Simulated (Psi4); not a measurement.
# HBr (hydrogen bromide): CCSD(T)/aug-cc-pVTZ (sweep point 11)

What is the vertical ionisation energy of HBr (hydrogen bromide) at CCSD(T)/aug-cc-pVTZ (sweep point 11)? 

The results are computed with Psi4 1.11.

## (1) The system as given

HBr: 2 atoms, total charge 0, spin state singlet. As SMILES, `Br`. Geometry: relaxed at PBE0-D4/def2-TZVP.

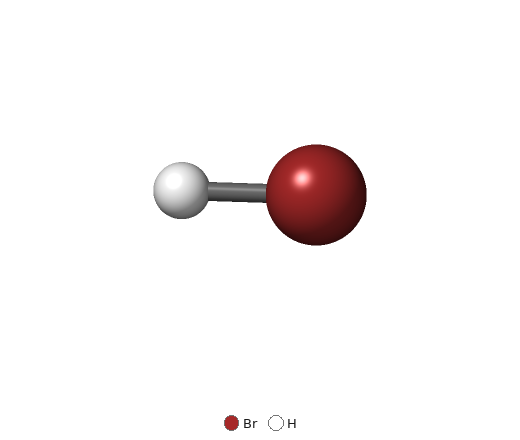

Viewed from a chosen angle; bromine red, hydrogen white.

## (2) The energy at CCSD(T)/aug-cc-pVTZ (sweep point 11)

input.dat

```
memory 1600 mb

molecule system {
  Br    -0.603220     0.217960    -0.305050
  H      0.603220    -0.217960     0.305050
  units angstrom
  symmetry c1
}

set basis aug-cc-pVTZ
set reference rhf
set puream true
set scf_type pk
set num_frozen_docc 9

energy_value, wavefunction = energy("ccsd(t)", return_wfn=True)
print_variables()
```

Command:

```bash
$ psi4 -i input.dat -o output.dat -n 1
```

output.dat, cut to the lines that bear on the results:

```text
[...]
  Running in c1 symmetry.
[...]
  Nuclear repulsion =   13.038750007487819
[...]
  Multiplicity = 1
[...]
  Nalpha       = 18
  Nbeta        = 18
[...]
    Number of basis functions: 82
[...]
   @RHF iter   1: -2572.85880182662959   -1.62595e+00   1.18183e-02 ADIIS/DIIS
[...]
   @RHF iter  10: -2573.04878603588213   -1.36424e-12   8.22950e-10 DIIS
[...]
    Orbital Energies [Eh]
    ---------------------
    Doubly Occupied:
       1A   -490.037157     2A    -65.177336     3A    -58.532535
       4A    -58.531267     5A    -58.531267     6A     -9.850638
       7A     -7.462356     8A     -7.455479     9A     -7.455479
      10A     -3.206092    11A     -3.202126    12A     -3.202126
      13A     -3.193813    14A     -3.193813    15A     -1.033470
      16A     -0.581639    17A     -0.435038    18A     -0.435038
[...]
  @RHF Final Energy: -2573.04878603588213
   => Energetics <=
    Nuclear Repulsion Energy =             13.0387500074878186
    One-Electron Energy =               -3609.1417309794246648
    Two-Electron Energy =                1023.0541949360546141
    Total Energy =                      -2573.0487860358821308
[...]
 Multipole Moments:
 ------------------------------------------------------------------------------------
     Multipole            Electronic (a.u.)      Nuclear  (a.u.)        Total (a.u.)
 ------------------------------------------------------------------------------------
 L = 1.  Multiply by 2.5417464519 to convert [e a0] to [Debye]
 Dipole X            :         -0.0000000            0.0000000           -0.0000000
 Dipole Y            :          0.0000000           -0.0000000            0.0000000
 Dipole Z            :         -1.0901607            1.4657917            0.3756310
 Magnitude           :                                                    0.3756310
[...]
      * MP2 total energy                      = -2573.295190748111054
[...]
      * CCSD total energy                     = -2573.308466484164910
[...]
      * CCSD(T) total energy                  = -2573.317580519475996
[...]
```

It took 41 s on 1 thread of Intel Xeon at 2.70GHz, shared host; peak memory 1.1 GiB.

## (3) The doublet cation at the same level

job.in

```
memory 1.6 GB

molecule molecule1 {
  1 2
  Br    -0.603220     0.217960    -0.305050
  H      0.603220    -0.217960     0.305050
  symmetry c1
}

set {
  basis aug-cc-pVTZ
  reference uhf
  puream true
  scf_type pk
  num_frozen_docc 9
  maxiter 100
}

energy("ccsd(t)")
```

Command:

```bash
$ psi4 -n 1 job.in job.out
```

job.out, cut to the lines that bear on the results:

```text
[...]
  Running in c1 symmetry.
[...]
  Nuclear repulsion =   13.038750007487819
[...]
  Multiplicity = 2
[...]
  Nalpha       = 18
  Nbeta        = 17
[...]
    Number of basis functions: 82
[...]
   @UHF iter   1: -2572.54091511800425   -1.30806e+00   1.01914e-02 DIIS/ADIIS
[...]
   @UHF iter  12: -2572.65651316354115   -6.82121e-12   4.11499e-09 DIIS
[...]
   @S^2 Observed:                7.605259599E-01
[...]
    Orbital Energies [Eh]
    ---------------------
    Alpha Occupied:
       1A   -490.434247     2A    -65.571114     3A    -58.931412
       4A    -58.924771     5A    -58.923406     6A    -10.246235
       7A     -7.867962     8A     -7.849902     9A     -7.842705
      10A     -3.603492    11A     -3.601455    12A     -3.592749
      13A     -3.583652    14A     -3.582937    15A     -1.429021
      16A     -0.922091    17A     -0.857171    18A     -0.786064
    Alpha Virtual:
      19A     -0.164744    20A     -0.103447    21A     -0.075116
      22A     -0.074048    23A     -0.066295    24A     -0.022038
      25A     -0.020898    26A     -0.004151    27A      0.014319
[...]
  @UHF Final Energy: -2572.65651316354115
   => Energetics <=
    Nuclear Repulsion Energy =             13.0387500074878186
    One-Electron Energy =               -3595.3884953563620002
    Two-Electron Energy =                1009.6932321853328176
    Total Energy =                      -2572.6565131635411490
  UHF NO Occupations:
  HONO-2 :   16  A 1.9993740
  HONO-1 :   17  A 1.9958252
[...]
 Multipole Moments:
 ------------------------------------------------------------------------------------
     Multipole            Electronic (a.u.)      Nuclear  (a.u.)        Total (a.u.)
 ------------------------------------------------------------------------------------
 L = 1.  Multiply by 2.5417464519 to convert [e a0] to [Debye]
 Dipole X            :          0.0000000            0.0000000            0.0000000
 Dipole Y            :          0.0000000           -0.0000000            0.0000000
 Dipole Z            :         -0.8523292            1.4657917            0.6134625
 Magnitude           :                                                    0.6134625
[...]
      * MP2 total energy                      = -2572.862936652461940
[...]
      * CCSD total energy                     = -2572.880498780897142
[...]
      * CCSD(T) total energy                     = -2572.887375453311051
[...]
```

It took 83 s on 1 thread of Intel Xeon at 2.70GHz, shared host; peak memory 1.1 GiB.

## (4) Summary of results

At CCSD(T)/aug-cc-pVTZ (sweep point 11), 9 core orbitals frozen:

```
                                                                  quantity           value
                                                 singlet HBr: total energy  -2573.31758 Eh
                          singlet HBr: HOMO energy (Hartree–Fock orbitals)       -11.84 eV
                          singlet HBr: LUMO energy (Hartree–Fock orbitals)         0.76 eV
                        singlet HBr: HOMO–LUMO gap (Hartree–Fock orbitals)        12.59 eV
                  singlet HBr: correlation energy (9 core orbitals frozen)      -268.8 mEh
                                               singlet HBr: (T) correction       -9.11 mEh
                                                singlet HBr: T1 diagnostic           0.005
                                              doublet cation: total energy  -2572.88738 Eh
doublet cation: HOMO energy (Hartree–Fock orbitals) (highest over α and β)       -20.78 eV
 doublet cation: LUMO energy (Hartree–Fock orbitals) (lowest over α and β)        -9.68 eV
               doublet cation: correlation energy (9 core orbitals frozen)      -230.9 mEh
                                            doublet cation: (T) correction       -6.88 mEh
                         doublet cation: ⟨S²⟩ of the reference determinant           0.761
                                             doublet cation: T1 diagnostic           0.009
                        vertical ionisation energy (to the doublet cation)       11.706 eV
```

What this shows: The vertical ionisation energy comes to 11.71 eV (1130 kJ/mol). The triples (singlet HBr) make up 3.4 % of the correlation energy. The triples (doublet cation) make up 3.0 % of the correlation energy.
